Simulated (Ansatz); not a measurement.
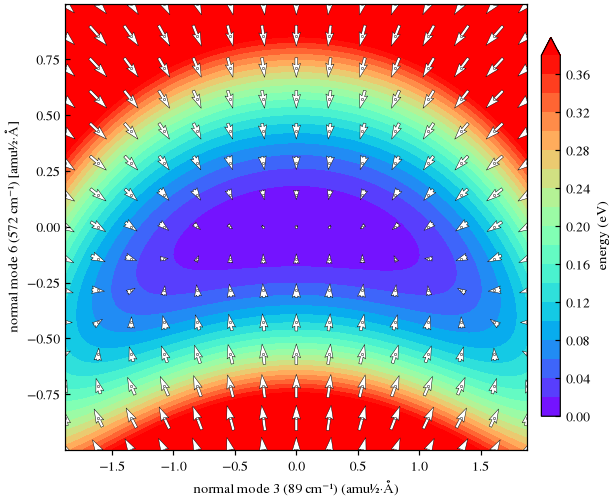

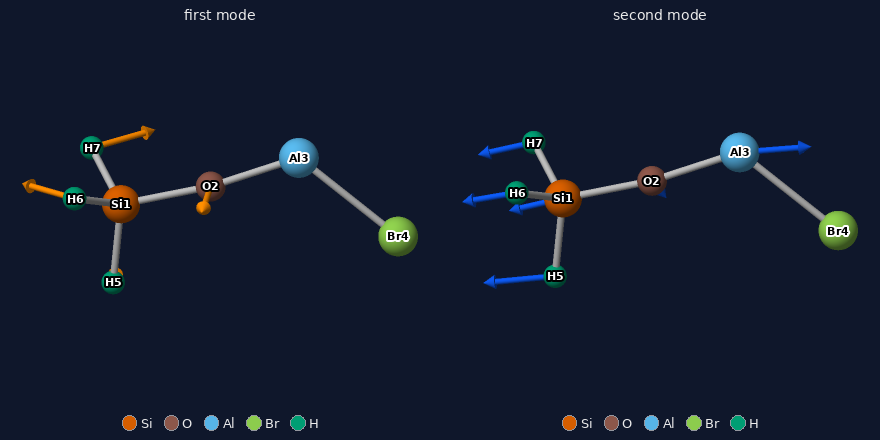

Energy landscape of AlBrH₃OSi, SMILES [SiH3][O][Al][Br], spin multiplicity 2. First axis: normal mode 3 (89 cm⁻¹). Second axis: normal mode 6 (572 cm⁻¹). Nothing is relaxed (straight displacements along the two mass-weighted modes). The grid has 15 × 15 points. Points are written as (first, second). Energies: eV, counted from the lowest grid point. Computed with UKS SPW92 (LDA)/def2-SVP (Ansatz 0.2.0).

The picture shows filled contours, dots at the grid points, arrows along the force (downhill), their lengths compressed, one colour for all values above the top of the scale. Between grid points the surface is interpolated. The second picture is the structure at the lowest point

Where are the wells?

The lowest grid point is at (0.000 amu½·Å, 0.000 amu½·Å). The highest grid point, (−1.881 amu½·Å, 0.999 amu½·Å), lies 0.974 eV above the lowest.

Time for the 225 points that were run: 22 min on 1 thread of Arm Neoverse N1, on a shared host.
